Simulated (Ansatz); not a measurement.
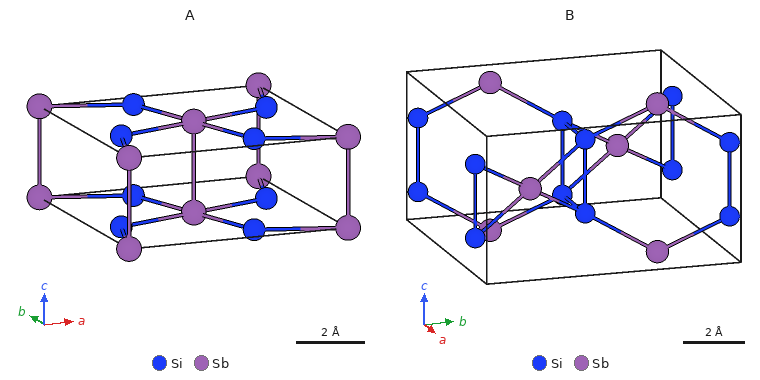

Two structures of Si2Sb, each relaxed to rest (conventional cells in solid outline, small ones repeated, not to one scale). Method: Ansatz, DFT PBE, scalar-relativistic, plane waves, PAW, without spin polarisation.

What are A and B?

Answer. A: 6 atoms a cell on a primitive tetragonal lattice, P4/mbm. B: 12 atoms a cell on a base-centred orthorhombic lattice, Cccm.

Which has the lower energy, and by how much?

Answer. A is lower, by 181 meV/atom at this level of theory (energies at zero smearing). Volumes: A 22.8, B 31.1 Å³/atom.

One or both may be structure types tried for this composition rather than known phases.
